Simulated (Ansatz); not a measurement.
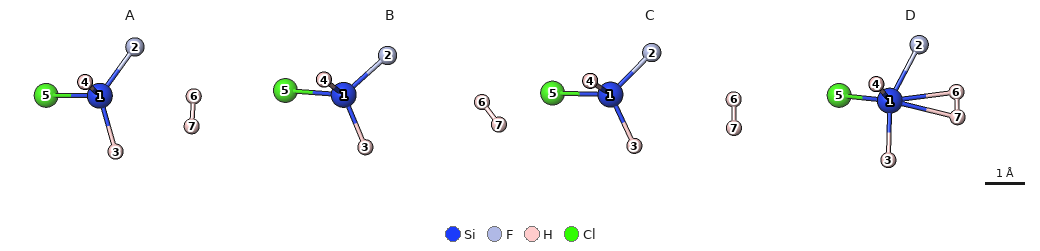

4 geometries from one relaxation of SiH4ClF (started from a transition state, displaced along its imaginary mode), in shuffled order. A ball-and-stick model, seen at a tilt.

The calculation used RKS PBE0-D4/def2-TZVP in Ansatz 0.2.0. (force threshold 0.005 eV/Å; at most 200 steps)

Q: Put them in the order of the run, from the start to the converged end.

A: D, A, C, B. They are steps 0, 3, 6, 21, at +2.145 eV, +0.573 eV, +0.029 eV relative to the last. The largest move after the best rigid fit is that of H7, 1.61 Å. By element the largest moves are H 1.61 Å, Cl 0.91 Å, Si 0.70 Å, F 0.41 Å. Some distances before and after: Si1–H7 1.824 → 4.118 Å, Si1–H6 1.779 → 3.623 Å, Si1–F2 1.692 → 1.591 Å, H6–H7 0.668 → 0.747 Å. Bonds break: Si1–H6 (1.78 → 3.62 Å). Among the angles between lasting bonds that change: F2–Si1–H3 152.6° → 108.3°, F2–Si1–Cl5 93.2° → 108.7°, F2–Si1–H4 94.2° → 108.2°. After 20 accepted moves (21 points after the start) the energy has fallen by 2.145 eV. The largest force component goes from 5.1 to 0.0033 eV/Å. The line search rejected the trial step at point 14 of the run. The forces were under the threshold at step 13, but the run went on from there.
